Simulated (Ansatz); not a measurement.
# Calculations on C₄H₅FSe

Part 1: Relaxation

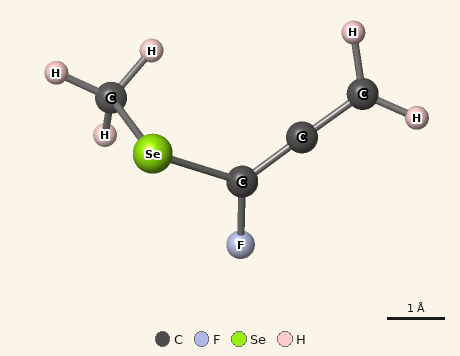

C$_{4}$H$_{5}$FSe, before the relaxation. A ball-and-stick model, seen face on.

The run prepares an end point of a later path (torsion) calculation, from a guessed geometry.

These are results of Ansatz, RHF/def2-SVP, not measurements.

Input
```yaml
crystal:
  periodic: [false, false, false]
  atoms:
    - { symbol: C, position_ang: [-1.0704, -1.3981, 1.7056] }
    - { symbol: C, position_ang: [-0.8379, -1.0032, 0.472] }
    - { symbol: C, position_ang: [-0.5811, -0.644, -0.7615] }
    - { symbol: F, position_ang: [-0.0887, -1.5676, -1.6547] }
    - { symbol: Se, position_ang: [-0.6879, 1.1867, -1.288] }
    - { symbol: C, position_ang: [1.1692, 1.5435, -0.802] }
    - { symbol: H, position_ang: [-1.499, -2.3331, 1.8958] }
    - { symbol: H, position_ang: [-0.9092, -0.6466, 2.5025] }
    - { symbol: H, position_ang: [1.8367, 0.8882, -1.359] }
    - { symbol: H, position_ang: [1.4176, 2.5893, -0.9907] }
    - { symbol: H, position_ang: [1.3161, 1.3279, 0.3007] }
basis:
  gaussian: { orbitals: def2-SVP }
hamiltonian:
  xc: hf
relax:
  f_tol: 0.015
  max_steps: 40
```

Command:
```bash
ansatz run input.yaml --threads 2 --pin off --max-ram 3072MiB --backend cpu --events-out ev --progress --plain --runs-dir out
```

Predict the outcome.

The atom that moves furthest after the best rigid fit is H8 (1.01 Å). By element the largest moves are H 1.01 Å, F 0.71 Å, C 0.46 Å, Se 0.36 Å. Among the contacts that change: C3–F4 1.376 → 1.329 Å, C6–H11 1.133 → 1.087 Å, C1–H7 1.046 → 1.084 Å, C1–H8 1.107 → 1.084 Å. Bond angles that change, for instance: C2–C1–H8 116.4° → 121.2°, H7–C1–H8 122.4° → 117.7°, C3–Se5–C6 93.1° → 97.5°. Groups turn about C3–Se5 by about 30°. The energy falls by 1.568 eV in 16 accepted moves (19 points after the start). Largest force component: 2.6 eV/Å at the start, 0.0073 eV/Å at the end. The line search rejected the trial steps at points 7, 10, 17 of the run. Cost: 43 s on 2 threads of Arm Neoverse V2, with other jobs on the host, peak memory 0.32 GiB.

History of the run:

```csv
step,"E − E(0), eV","largest force component, eV/Å",note
0,0.0000,2.5832,
1,-0.6928,1.3034,
2,-1.0408,1.2979,
3,-1.3159,0.9108,
4,-1.4618,0.5576,
5,-1.5385,0.2734,
6,-1.5610,0.0952,
7,-1.5331,0.5707,rejected
8,-1.5643,0.0468,
9,-1.5651,0.1223,
10,-1.5644,0.1474,rejected
11,-1.5664,0.0728,
12,-1.5673,0.0395,
13,-1.5678,0.0565,
14,-1.5680,0.0500,
15,-1.5682,0.0316,
16,-1.5682,0.0235,
17,-1.5682,0.0272,rejected
18,-1.5682,0.0160,
19,-1.5683,0.0073,
```

Final geometry:

```xyz
11

C    -1.3837   -1.6244    1.7650
C    -0.8465   -1.1312    0.6912
C    -0.3291   -0.6125   -0.3809
F     0.4141   -1.3416   -1.2073
Se   -0.6101    1.1806   -0.9407
C     1.2630    1.7036   -1.0673
H    -2.3860   -2.0373    1.7523
H    -0.8453   -1.6388    2.7059
H     1.7841    1.0424   -1.7536
H     1.2758    2.7190   -1.4585
H     1.7289    1.6831   -0.0856
```

After the run, drawn alike:

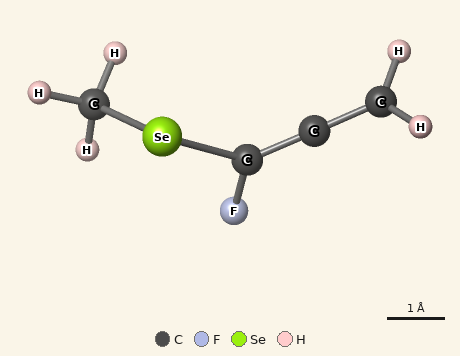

Part 2: Relaxation

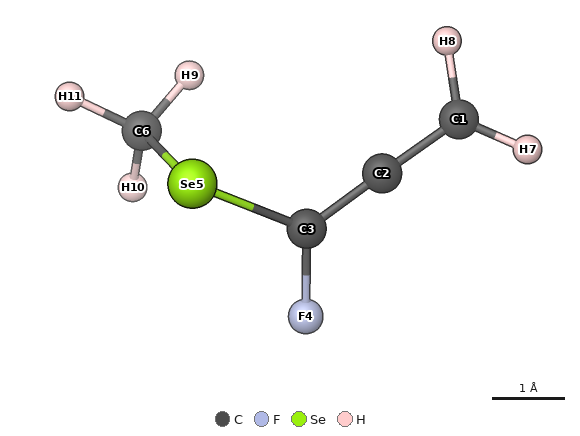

C4H5FSe, before the relaxation. A ball-and-stick model, seen face on.

The run prepares an end point of a later path (torsion) calculation, from a guessed geometry.

These are results of RHF/def2-SVP (Ansatz 0.2.0), not measurements.

Input
```yaml
crystal:
  periodic: [false, false, false]
  atoms:
    - { symbol: C, position_ang: [-1.0704, -1.3981, 1.7056] }
    - { symbol: C, position_ang: [-0.8379, -1.0032, 0.472] }
    - { symbol: C, position_ang: [-0.5811, -0.644, -0.7615] }
    - { symbol: F, position_ang: [-0.0887, -1.5676, -1.6547] }
    - { symbol: Se, position_ang: [-0.6879, 1.1867, -1.288] }
    - { symbol: C, position_ang: [1.1692, 1.5435, -0.802] }
    - { symbol: H, position_ang: [-1.499, -2.3331, 1.8958] }
    - { symbol: H, position_ang: [-0.9092, -0.6466, 2.5025] }
    - { symbol: H, position_ang: [1.31948, 1.37166, 0.26248] }
    - { symbol: H, position_ang: [1.84301, 0.91589, -1.38774] }
    - { symbol: H, position_ang: [1.40949, 2.63067, -1.01258] }
basis:
  gaussian: { orbitals: def2-SVP }
hamiltonian:
  xc: hf
relax:
  f_tol: 0.015
  max_steps: 40
```

Command:
```bash
ansatz run input.yaml --threads 2 --pin off --max-ram 3072MiB --backend cpu --events-out ev --progress --plain --runs-dir out
```

Predict the outcome.

The atom that moves furthest after the best rigid fit is H8 (1.00 Å). Largest moves by element: H 1.00 Å, F 0.71 Å, C 0.45 Å, Se 0.34 Å. Among the contacts that change: C3–F4 1.376 → 1.329 Å, C6–H11 1.133 → 1.088 Å, C1–H7 1.046 → 1.084 Å, C1–H8 1.107 → 1.084 Å. Bond angles that change, for instance: H7–C1–H8 122.4° → 117.7°, C2–C1–H8 116.4° → 121.1°, C3–Se5–C6 93.1° → 97.5°. Groups turn about C3–Se5 by about 30°. Over 14 accepted moves (17 points after the start) the energy falls by 35.9 kcal/mol. The largest force component goes from 2.6 to 0.014 eV/Å. The line search rejected the trial steps at points 7, 9, 16 of the run. Cost: 38 s on 2 threads of Arm Neoverse V2, with other jobs on the host, peak memory 0.31 GiB.

The structure at the end:

```xyz
11

C    -1.3724   -1.6170    1.7608
C    -0.8402   -1.1250    0.6841
C    -0.3278   -0.6049   -0.3897
F     0.4158   -1.3327   -1.2173
Se   -0.6171    1.1866   -0.9507
C     1.2535    1.7177   -1.0778
H    -2.3737   -2.0330    1.7526
H    -0.8306   -1.6267    2.6998
H     1.7188    1.7042   -0.0955
H     1.7787    1.0554   -1.7603
H     1.2620    2.7313   -1.4743
```

The end point in the same view:

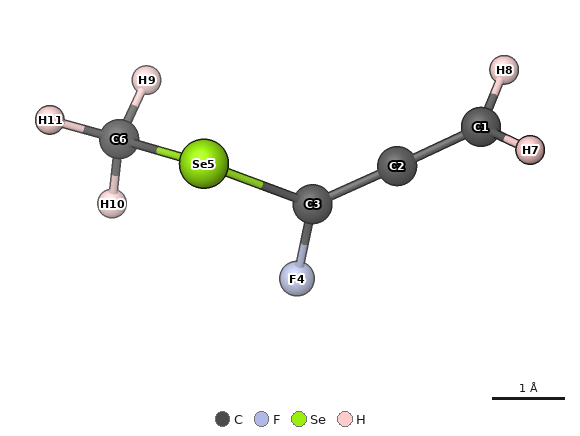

Part 3: Path

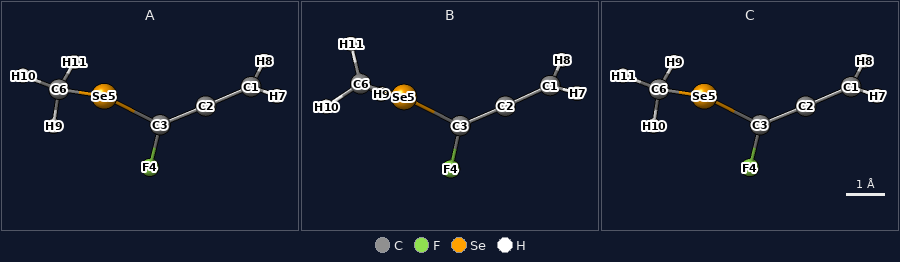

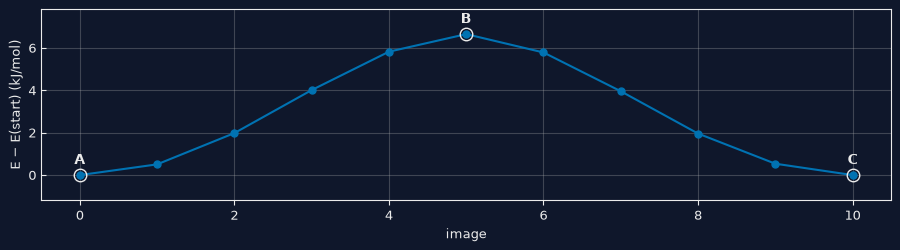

NEB run on C4H5FSe. Images are numbered from 0 (start) to 10 (end). Frames A to C are images 0, 5, 10. Style: ball-and-stick. Shown face on.

These are results of Ansatz, RHF/def2-SVP, not measurements. Set-up: 9 movable images; climbing image; force threshold 0.05 eV/Å; iteration limit 60; starting path through a guess of the saddle point.

Q: What happens along the path, and what is the barrier?

A: The motion is a rotation about the Se5–C6 bond by about 120°. No bond forms or breaks between the ends. Bond angles that change up to the highest image, for instance: Se5–C6–H10 106.6° → 109.5°. The two ends have the same energy, and the highest point, image 5, lies 6.7 kJ/mol above the start. The band converged in 28 iterations. The largest component of the band force went from 7.1 to 0.036 eV/Å. The climbing image converged on the top of the path. Its vibrational analysis gives one imaginary mode (170i cm⁻¹), as a transition state must have.

The run took 8.8 min on 2 threads of Arm Neoverse V2, with other jobs on the host, peak memory 0.34 GiB.
